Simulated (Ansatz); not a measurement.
# Squeezing and shearing amorphous Si (169 atoms): runs compared

How stiff is amorphous Si (169 atoms)?

Computed with Ansatz 0.2.0: Kohn-Sham DFT, PBE, PAW (set soft_2), plane waves.

### Step 1. The cell as built

The cell holds 169 atoms: 169 Si. Its edges and angles: a = 15.165 Å, b = 15.165 Å, c = 15.165 Å, α = 90.0°, β = 90.0°, γ = 90.0°. 169 atoms (169 Si) placed at random at 2.26 g/cm³, melted at 2500 K for 20 ps at fixed volume with the modified Tersoff potential (Kumagai, Izumi, Hara and Sakai, Comput. Mater. Sci. 39, 457 (2007)). Quenched from 2500 K to 300 K at 20 K/ps and fixed volume, held 5 ps. The density is a measured one.

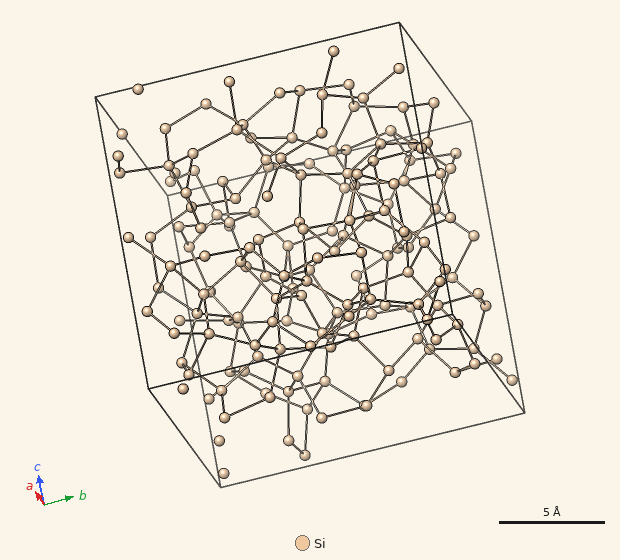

The cell as built. Bonds to atoms that aren't drawn are left out. Some periodic images of atoms are drawn too.

What the set-up can't give: The quench rate of 20 K/ps is many orders above laboratory rates, so the cell is likely richer in defects and strain than a real sample. The starting topology of bonds comes from the classical model, and needn't be the one that DFT or experiment would give. The Brillouin zone is sampled at Γ only.

### Step 2. The reference run

The reference is a single point at the end of the relaxation.

Every strained cell starts from the geometry of this run, and its atoms are relaxed with the cell held.

Its input, with most atom lines left out:

```yaml
crystal:
  lattice:
    - [15.22919, 0.24682, 0.0478]
    - [0.24682, 15.23328, 0.02726]
    - [0.0478, 0.02726, 15.07424]
  atoms:
    - { symbol: Si, position: [0.94771, 0.86615, 0.33504] }
    - { symbol: Si, position: [0.31643, 0.97114, 0.30202] }
    - { symbol: Si, position: [0.15111, 0.48438, 0.68563] }
    - { symbol: Si, position: [0.72117, 0.79639, 0.49016] }
    - { symbol: Si, position: [0.43808, 0.63262, 0.84988] }
    - { symbol: Si, position: [0.49003, 0.39027, 0.92356] }
    - { symbol: Si, position: [0.60767, 0.01579, 0.47445] }
    [... atom lines 8 to 169 left out ...]
kpoints:
  mp_grid: { grid: [1, 1, 1] }
hamiltonian:
  xc: pbe
scf:
  occupations: { method: gaussian, width: 0.025 }
output:
  forces: true
  stress: true
  populations: true
  dos:
    method: { smearing: { sigma: 0.1 } }
    de: 0.1
    projected: { site_lists: { Si: [Si] } }
  eigenvalues: true
  write_density: true
  write_potential: true
  volumetric_format: npy
  elf: true
```

```
free energy per atom   : -635.5682 eV/atom
r.m.s. force component : 0.00656 eV/Å
pressure               : 0.003719 GPa
```

The highest filled and lowest empty levels lie only 0.11 eV apart (at Γ alone), which on so few k-points needn't be a gap.

### Step 3. The runs

Each row is one run, on 4 threads of Arm Neoverse V1, shared host. The free energy is the program's total, comparable only between runs with the same functional, potentials and atoms.

```csv
run,atoms,outcome,"ionic steps, all passes",free energy (eV),time,host memory (GiB)
Single point at the start,169,converged,-,-107401.682,44 s,4.4
Cell and atoms relaxed,169,converged,22,-107411.033,17 min,4.5
Single point at the relaxed geometry,169,converged,-,-107411.033,99 s,4.5
Volume -3 %,169,converged,3,-107410.311,3.1 min,4.3
Volume +3 %,169,converged,3,-107410.391,3.3 min,4.6
Volume -6 %,169,converged,5,-107408.030,4.8 min,4.2
Volume +6 %,169,converged,12,-107408.802,14 min,4.7
Volume -10 %,169,converged,11,-107402.318,10 min,4.1
Stretched by 1 % along x,169,converged,3,-107410.906,3.3 min,4.5
Compressed by 1 % along x,169,converged,3,-107410.913,3.2 min,4.5
Sheared by 2 % in xy,169,converged,3,-107410.868,3.2 min,4.5
```

In some runs the program notes that the SCF threshold is loose for the stress.

### Step 4. Pressure against volume

Atoms are relaxed at each volume, in the scaled cell.

```
volume change (%)  volume (Å³/atom)  energy change (meV/atom)  pressure (GPa)  largest move on relaxing (Å)  bonds
              -10            18.618                     51.57            8.30                          0.81    354
               -6            19.446                     17.77            4.78                          0.20    347
               -3            20.066                      4.27            2.26                          0.09    345
               +0            20.687                      0.00            0.00                             -    345
               +3            21.308                      3.79           -1.93                          0.08    345
               +6            21.928                     13.20           -3.35                          0.67    341
```

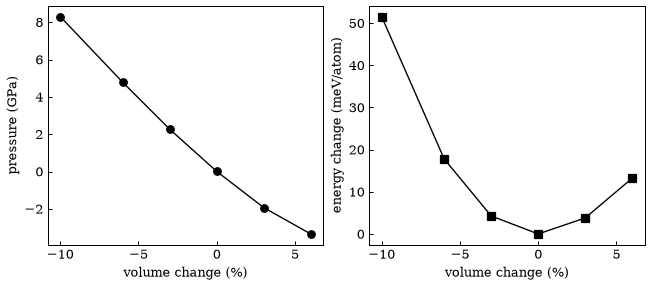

Pressure and energy against volume.

### Step 5. Uniaxial strain and shear

Stress (GPa, compression positive) less that of the relaxed cell, atoms relaxed:

```csv
strain,xx,yy,zz,xy,energy change (meV/atom)
stretched by 1 % along x,-1.147,-0.437,-0.463,-0.008,0.75
compressed by 1 % along x,1.168,0.488,0.491,0.007,0.71
sheared by 2 % in xy,-0.025,0.060,-0.032,-0.755,0.97
```

### Step 6. Findings

The bulk modulus, from the slope of pressure against ln V over the three points nearest the relaxed volume, is 69.9 GPa; a quadratic over all points gives a pressure derivative of about 3.3. The count of bonds runs from 341 to 354 over the series, so at some points contacts cross the cutoffs. At -10 % and +6 % some atom moved by over 0.5 Å on relaxing, so those points may sit in another local minimum. In the Cartesian axes of the cell, finite differences give C11 = 116, C12 = 46.3, C13 = 47.7 and C66 = 37.8 GPa (the shear of 2 % is the engineering strain, εxy = 0.01). The mean of C11, C12 and C13, which equals the bulk modulus in a cubic or isotropic solid, is 69.9 GPa: it agrees with the bulk modulus within 10 %. For an isotropic solid C66 would equal (C11 − C12)/2 = 34.8 GPa; so small a sample needn't be isotropic, and C66 rests on one shear. With the bulk modulus and C66 as K and G, Young's modulus would be about 96 GPa and Poisson's ratio 0.27.

**Limits.** Strains are finite and relaxations stop at the force tolerance of the input, which can leave moduli too stiff; they are those of a static cell at zero temperature. Volumes are changed with the cell's shape held, so in an anisotropic solid the modulus lies over the one under free hydrostatic load. The program notes that the SCF threshold of the relaxations is loose for the stress.

The DFT runs together took 64 min of wall time.

[Logs are printed without paths, hosts, clocks, repeated set-up lines and the standing remarks that a program may print on its own settings, such as how far it seeks lower states.]

[Hosts, paths, dates, database ids (printed as entryN), source tags and the programs' standing remarks are cut or masked in the printed files.]
